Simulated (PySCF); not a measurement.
Vertical excitations of a molecule CH8FNOSi2 from TDDFT-PBE/def2-SVPD in PySCF 2.14.0, as energy in eV (oscillator strength): 6.26 (0.045), 6.43 (0.010), 6.88 (0.002), 6.94 (0.006), 6.98 (0.003), 7.14 (0.006), 7.21 (0.006), 7.26 (0.012), 7.30 (0.004), 7.69 (0.010). Lowest triplet (TDA): 5.96 eV. Geometry: PBE-D3(BJ)/def2-SVP. One conformer was computed; it need not be the lowest.

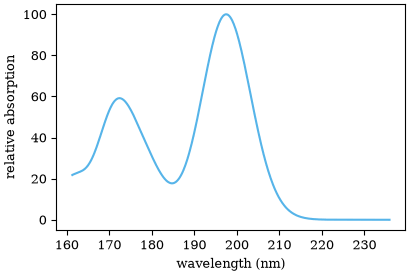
The lines broadened by 0.4 eV.

Which molecule gave these data?
(A) NC[Si@H](F)[SiH2]O
(B) N[Si@](O)(F)C[SiH3]
(C) C[SiH2]O[Si@@H](N)F
(D) N[SiH2][Si@@H](O)CF

C, C[SiH2]O[Si@@H](N)F
